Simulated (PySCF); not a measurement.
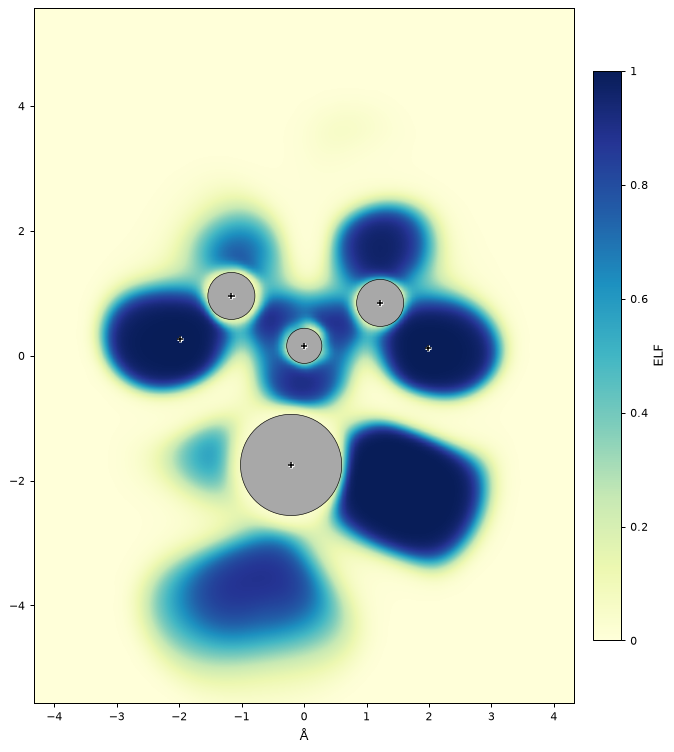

The ELF on a plane through atoms (crosses mark nuclei in the plane; grey discs cover the cores).

Computed with PBE0/pcSseg-1, SCF density, gas phase, non-relativistic in PySCF 2.14.0.

Candidates:
A. C4H11NO2Si (SMILES C/N=C/[SiH](OC)OC)
B. C5H8OS2Si (SMILES O=C/C=C/[SiH]1SCCS1)
C. C4H11AlCl2O

Which candidate gave the map?

Answer. Candidate C: C4H11AlCl2O on the plane of atoms C1, O2 and Al6, which holds C, O, Al and H. C–O (1.41 Å): the ELF peaks at about 0.90 between the atoms, as expected for a polar covalent bond. Al–O (1.92 Å): the ELF peaks at about 0.90 in the valence shell of O, 0.6 Å from its nucleus, and is about 0.45 at the midpoint.
